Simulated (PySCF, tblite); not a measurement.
**C₄H₈OSi₂: geometry, infrared bands and NMR shifts**

Wanted: the infrared bands and NMR shifts of C₄H₈OSi₂ (`C#C[Si@H]1CC[SiH2]O1`), by calculation.

Programs: tblite 0.8.0 and PySCF 2.14.0, with density-fitted response routines of our own. Each step states its level of theory. These are calculated values for one molecule in the gas phase, unless marked as measured. Atoms count from 0, in the outputs and in this text.

### 1 The starting structure

15 atoms, charge 0, multiplicity 1; geometry from: force field or distance geometry start.

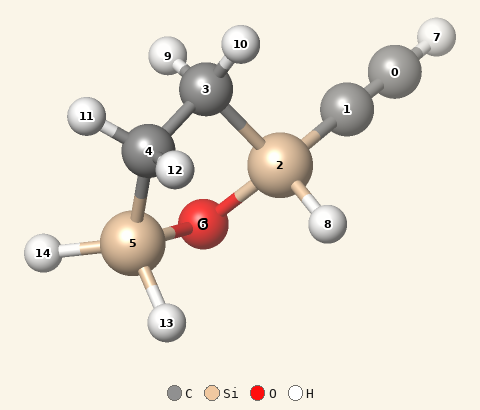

As it starts; carbon grey, silicon light orange, oxygen red, hydrogen white, atoms numbered.

### 2 Relaxing the molecule with GFN2-xTB

Job settings and geometry (Å):

```
{"job": {"kind": "relax", "xc": "GFN2-xTB", "basis": "xTB"}, "charge": 0, "multiplicity": 1}
C      0.493700     1.016700     3.513200
C      0.498000     0.534700     2.384800
Si     0.515300    -0.212600     0.758200
C     -1.161500    -0.111500    -0.051700
C     -0.849500    -0.580700    -1.441900
Si     0.832400     0.141700    -1.818200
O      1.386200     0.831800    -0.318900
H      0.465100     1.442000     4.511500
H      1.131300    -1.540200     0.722600
H     -1.446800     0.940900    -0.092800
H     -1.923300    -0.751900     0.449300
H     -1.632100    -0.158000    -2.111400
H     -0.896700    -1.676400    -1.542500
H      1.766700    -0.994700    -2.084200
H      0.817000     1.126100    -2.899900
```

On the command line:

```bash
$ OMP_NUM_THREADS=1 python probes_run.py task.json out
```

One launch serves the whole session: the jobs run in the order shown.

**Question.** This job is followed by: GFN2-xTB harmonic vibrations, gas phase; GIAO PBE0/pcSseg-1 NMR shielding, non-relativistic, gas phase. Predict these results of the whole session: strongest single infrared mode (GFN2-xTB); zero-point energy (GFN2-xTB); ¹³C shifts against TMS (PBE0/pcSseg-1); ¹H shifts against TMS (PBE0/pcSseg-1); ²⁹Si shifts against TMS (PBE0/pcSseg-1); ¹⁷O shifts against H2O (PBE0/pcSseg-1).

The runs gave:

| quantity | value |
| --- | --- |
| strongest single infrared mode (GFN2-xTB) | 2282 cm⁻¹, 670 km/mol |
| zero-point energy (GFN2-xTB) | 64.7 kcal/mol |
| ¹³C shifts against TMS (PBE0/pcSseg-1) | 102.0, 90.3, 12.6, 9.8 ppm |
| ¹H shifts against TMS (PBE0/pcSseg-1) | 5.14, 5.12, 5.07, 1.96, 1.28, 1.18, 1.12, 1.04 ppm |
| ²⁹Si shifts against TMS (PBE0/pcSseg-1) | -4.1, -16.1 ppm |
| ¹⁷O shifts against H2O (PBE0/pcSseg-1) | 49.6 ppm |

In words: Relaxing lowered the energy by 0.899 eV in 79 steps; the close pair that moved most is Si5–O6, from 1.741 to 1.638 Å. No mode is imaginary among the 39: a minimum at this level. The strongest single mode, at 2282 cm⁻¹, moves mainly H14. GFN2-xTB is a fitted tight-binding method: band positions and strengths are rough. Its intensities can rank the bands wrongly. At PBE0/pcSseg-1: Shielding is most anisotropic at C1 (span 291 ppm, paramagnetic term -163 ppm).
